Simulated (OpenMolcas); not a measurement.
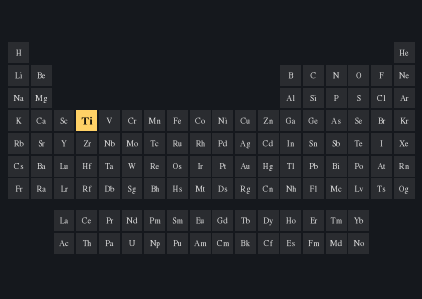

Fig. 1: The place of titanium in the periodic table.

**Multiconfigurational calculation, with input and output: Ti⁺**

System: Ti⁺.
Method: state-averaged SS-CASPT2, IPEA shift 0.3, closed shells deep correlated, active space 3 electrons in the shells 3d 4s, basis ANO-R2, X2C scalar Hamiltonian, spin-orbit coupling by RASSI with atomic mean-field integrals (OpenMolcas).

### Input
```
&GATEWAY
Coord
1

Ti 0.0 0.0 0.0
Basis=ANO-R2
Group=XYZ
NoMove
AngMom=0.0 0.0 0.0
AMFI
&SEWARD
&RASSCF
FileOrb=start.orb
Symmetry=1
Spin=4
nActEl=3 0 0
Inactive=3 6
Ras2=6 0
CIRoot=20 20 1
SDav=20
CIMx=300
Iter=120 100
PrWF=0.3
OrbListing=Nothing
MaxOrb=0
Atom
>>> COPY $Project.JobIph JOB001
&RASSCF
FileOrb=start.orb
Symmetry=1
Spin=2
nActEl=3 0 0
Inactive=3 6
Ras2=6 0
CIRoot=70 70 1
SDav=70
CIMx=300
Iter=120 100
PrWF=0.3
OrbListing=Nothing
MaxOrb=0
Atom
CIOnly
>>> COPY $Project.JobIph JOB002
&RASSI
NrOfJobIphs=2 20 44
1 2 3 4 5 6 7 8 9 10 11 12 13 14 15 16 17 18 19 20
1 2 3 4 5 6 7 8 9 10 11 12 13 14 15 16 17 18 19 20 21 22 23 24 25 26 27
28 29 30 31 32 33 34 35 36 37 38 39 40 41 42 43 44
IphNames
JOB001
JOB002
EJob
SpinOrbit
DIPRint=1.0
SOCoupling=1000.0
Subsets=2
MEES
Property=10
'ANGMOM' 1 'ANGMOM' 2 'ANGMOM' 3 'MLTPL  1' 1 'MLTPL  1' 2 'MLTPL  1' 3
'AMFI' 1 'AMFI' 2 'AMFI' 3 'MLTPL  2' 6
SOProperty=3
'ANGMOM' 1 'ANGMOM' 2 'ANGMOM' 3
>>> COPY JOB001 $Project.JobIph
&CASPT2
Multistate=20 1 2 3 4 5 6 7 8 9 10 11 12 13 14 15 16 17 18 19 20
NoMult
Frozen=1 0
IPEA=0.3
MaxIter=60
WThr=0.0 0.3 0.05
PrWF=0.5
NoMix
>>> COPY JOB002 $Project.JobIph
&CASPT2
Multistate=44 1 2 3 4 5 6 7 8 9 10 11 12 13 14 15 16 17 18 19 20 21 22
23 24 25 26 27 28 29 30 31 32 33 34 35 36 37 38 39 40 41 42 43 44
NoMult
Frozen=1 0
IPEA=0.3
MaxIter=60
WThr=0.0 0.3 0.05
PrWF=0.5
NoMix
```

The file start.orb holds starting orbitals from an earlier step.

Hardware: 1 thread of Intel Xeon (Sapphire Rapids), 64 GiB of memory available, shared host.

Command:
```bash
OMP_NUM_THREADS=1 MOLCAS_MEM=2252 MOLCAS_PROJECT=a pymolcas a.inp > a.log  # once for each step of the input, in one work folder
```

### The program's output (extracts)
```
--- CASPT2 ---
Orbital specifications:
      -----------------------

      Symmetry species                           1   2
                                                ag  au
      Frozen orbitals                            1   0
      Inactive orbitals                          2   6
      Active orbitals                            6   0
      Secondary orbitals                        26  23
      Deleted orbitals                           0   0
      Number of basis functions                 35  29
Type of calculation                        SS-CASPT2
      Fock operator                              state-specific
      IPEA shift                                 0.30
      Real shift                                 0.00
      Imaginary shift                            0.00
      The input orbitals will be transformed to quasi-canonical
Reference energy:        -852.5352063349
      E2 (Non-variational):      -0.4027838634
      E2 (Variational):          -0.4027838628
      Total energy:            -852.9379901977
      Residual norm:              0.0000001639
      Reference weight:           0.90922
      Contributions to the CASPT2 correlation energy
      Active & Virtual Only:         -0.0299966924
      One Inactive Excited:          -0.1277957005
      Two Inactive Excited:          -0.2449914705
Reference energy:        -852.5352063349
      E2 (Non-variational):      -0.3990089660
      E2 (Variational):          -0.3990089686
      Total energy:            -852.9342153036
      Residual norm:              0.0000001040
      Reference weight:           0.91809
      Contributions to the CASPT2 correlation energy
      Active & Virtual Only:         -0.0273774270
      One Inactive Excited:          -0.1271060092
      Two Inactive Excited:          -0.2445255298
::    CASPT2 Root  1     Total energy:   -852.93799020
::    CASPT2 Root  2     Total energy:   -852.93421530
::    CASPT2 Root  3     Total energy:   -852.93326247
::    CASPT2 Root  4     Total energy:   -852.93305805
::    CASPT2 Root  5     Total energy:   -852.93619111
::    CASPT2 Root  6     Total energy:   -852.93538957
::    CASPT2 Root  7     Total energy:   -852.93492428
::    CASPT2 Root  8     Total energy:   -852.92326739
::    CASPT2 Root  9     Total energy:   -852.92593748
::    CASPT2 Root 10     Total energy:   -852.92436193
::    CASPT2 Root 11     Total energy:   -852.92575886
::    CASPT2 Root 12     Total energy:   -852.92561856
::    CASPT2 Root 13     Total energy:   -852.92313129
::    CASPT2 Root 14     Total energy:   -852.92276065
::    CASPT2 Root 15     Total energy:   -852.88630445
::    CASPT2 Root 16     Total energy:   -852.88630452
::    CASPT2 Root 17     Total energy:   -852.88630445
::    CASPT2 Root 18     Total energy:   -852.88602041
::    CASPT2 Root 19     Total energy:   -852.88602041
::    CASPT2 Root 20     Total energy:   -852.88602041
      E2 (Non-variational):      -0.4203497910
      E2 (Variational):          -0.4193417192
      Total energy:            -852.8659707852
      Residual norm:              0.0233992095
      Reference weight:           0.18036
      Contributions to the CASPT2 correlation energy
      Active & Virtual Only:         -0.0340057588
      One Inactive Excited:          -0.1622431367
      Two Inactive Excited:          -0.2241008955
++ Denominators, etc.
--------------------------------------------------------------------------------------------------------------
 Report on small energy denominators, large coefficients, and large energy contributions.
CASE  SYMM ACTIVE-MIX  NON-ACTIVE INDICES          DENOMINATOR     RHS VALUE       COEFFICIENT     CONTRIBUTION
ATVX     1  Mu1.0004  Se1.013                       0.10342997      0.00798358      0.30571162      0.00244067
ATVX     1  Mu1.0007  Se1.013                       0.13683606      0.00036154     -0.33273623     -0.00012030
ATVX     1  Mu1.0008  Se1.013                       0.13868481      0.00178831     -0.41204936     -0.00073687
ATVX     1  Mu1.0002  Se1.014                       0.08055747      0.00610383      1.21932038      0.00744252
ATVX     1  Mu1.0003  Se1.014                       0.09112839      0.00005895     -0.61958724     -0.00003653
ATVX     1  Mu1.0004  Se1.014                       0.10428921      0.00206075      0.50100989      0.00103245
ATVX     1  Mu1.0002  Se1.015                       0.08158567     -0.00577835     -0.33520313      0.00193692
ATVX     1  Mu1.0003  Se1.015                       0.09215658      0.01930761     -0.30875079     -0.00596124
ATVX     1  Mu1.0004  Se1.015                       0.10531741     -0.00398120     -0.36048926      0.00143518
BVATP    1  Mu1.0001  Se1.014 Se1.013               0.22833242      0.00097151      0.53184605      0.00051670
--
 ?mma_free_?D: error: double deallocate
 label: imma_2D
--- Stop Module: caspt2 at  /rc=-6 ---
.########################.
.# Non-zero return code #.
.########################.
```

### What the run reported

```
 quantity                value
  outcome  ended with an error
wall time                 23 s
```

### Diagnosis

The run ended with an error; the driver noted: CASPT2 spin 2: -6.
